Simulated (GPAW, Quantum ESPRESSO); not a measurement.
A computed V K-edge spectrum of one site in a crystal of Mn and V, with its zero at a photon energy of about 5448.1 eV (raw 5471.8 eV, less 23.7 eV of added terms; LDA puts this hole about 14 eV below PBE, itself good to a few eV). Method: Quantum ESPRESSO XSpectra, LDA, excited-electron core hole (neutral cell) in a small cell, dipole transitions, broadening that rises with energy.

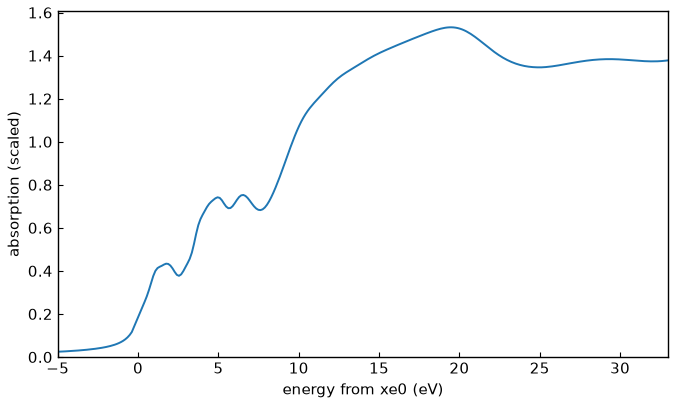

Energy from the energy zero of the input (xe0, at the border of filled and empty states); intensity scaled to a mean of 1 over the first 20 eV.

What surroundings does the absorber have?

A K edge sees empty p states. The weak features of the first eV are p character mixed into the empty d bands; the main 4p edge lies above them. It is atom 2 of MnV (Pm-3m), with 8 Mn at 2.51 Å and 6 V at 2.90 Å (cube and octahedron, as in bcc, site symmetry m-3m). Its main maxima below 30 eV lie at 1.7 eV (0.43), 5.0 eV (0.74), 6.6 eV (0.75) and 19.5 eV (1.53), with a pre-edge feature at 1.7 eV. A near-edge spectrum doesn't fix the structure by itself; it is matched against candidates. Quadrupole 1s→3d transitions, which feed the pre-edge, are not in the dipole spectrum. The starting moments shrank to 0.00 μB or less, so this is hardly a magnetic state. The holes are only 5.8 Å apart, so the shape is probably not converged with cell size; no larger cell was run here. Lifetime broadening is put in by hand, and intensities beyond about 20 eV depend on it and on the partial waves. The structure is a published determination, not relaxed.

[Hosts, paths, dates, database ids (printed as entryN), source tags and the programs' standing remarks are cut or masked in the printed files.]

[Lists of maxima count a maximum above −3 eV only where it reaches 4 % of the highest in the window and stands out from its surroundings by 2 % of it (1.5 % where it reaches 55 %); shoulders and weaker maxima are passed over, and of the rest the first, up to two pre-edge ones and the few strongest are named.]
